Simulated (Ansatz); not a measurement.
## Fields on a plane of GaSb (zinc blende)

```
CELL_PARAMETERS angstrom
      0.00000     3.05574     3.05574
      3.05574     0.00000     3.05574
      3.05574     3.05574     0.00000
ATOMIC_POSITIONS crystal
  Sb 0.75000 0.75000 0.75000
  Ga 0.00000 0.00000 0.00000
```

The slice is a {110} plane (indices of the conventional cell) through the point (0.000, 0.000, 0.000) (fractional), spanned by u = [100] and v = [1 -1 -1] in vectors of this cell: u (4.32 Å) and v (6.11 Å, at 90° to u). It covers one period; positions are fractions (u, v).

Atoms on it: Sb at (0.50, 0.25); Ga at (0.00, 0.00).

Calculation: PBEsol (plane waves to 420 eV, PAW, scalar-relativistic; Ansatz, a first-principles code). k mesh 13×13×13. Inside the PAW spheres the values are not all-electron values, and peaks at nuclei hang on which shells count as valence. At this level the bands of GaSb touch or barely overlap; measurements give the solid a gap. GaSb was relaxed with its symmetry unable to fall. Spin-orbit coupling is left out, though Sb is heavy.

```tsv
v \ u	0.00	0.12	0.24	0.35	0.47	0.59	0.71	0.82	0.94
0.88	x	x	2.0	5.3	6.1	5.9	4.2	<-2.0	x
0.75	4.4	4.9	5.7	6.2	6.4	6.3	6.0	5.3	4.6
0.62	6.1	6.1	6.2	6.2	6.1	6.2	6.2	6.2	6.1
0.50	6.3	6.2	5.6	4.5	3.6	4.0	5.1	6.0	6.3
0.38	6.1	5.3	1.4	x	x	x	<-2.0	4.0	5.9
0.25	4.4	3.8	<-2.0	x	x	x	x	1.6	4.3
0.12	x	x	-1.0	x	x	x	<-2.0	<-2.0	x
0.00	x	x	<-2.0	3.4	3.6	3.7	1.6	x	x
```

Values: electrostatic potential energy of an electron, from the cell's mean, in eV. Points within 1 Å of a nucleus are blanked (x), as the pseudised field means little there. Values under -2 eV are set to -2. The zero, the cell's mean, hangs on the PAW cores.

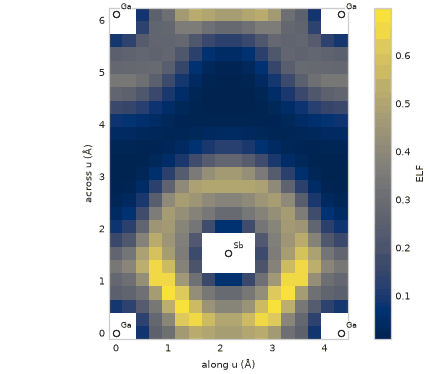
Electron localisation function (ELF), one period of the plane, atoms marked. Points within 0.5 Å of a nucleus are left white, as the pseudised field means little there.

| Property | Value |
|---|---|
| Density on the Sb–Ga line (2.65 Å) at its density minimum, 1.5 Å from Sb | 0.40 e/Å³ |
| ELF at that point | 0.6 |
| ELF maximum in the middle third of the Sb–Ga line | 0.70, 1.3 Å from Sb |
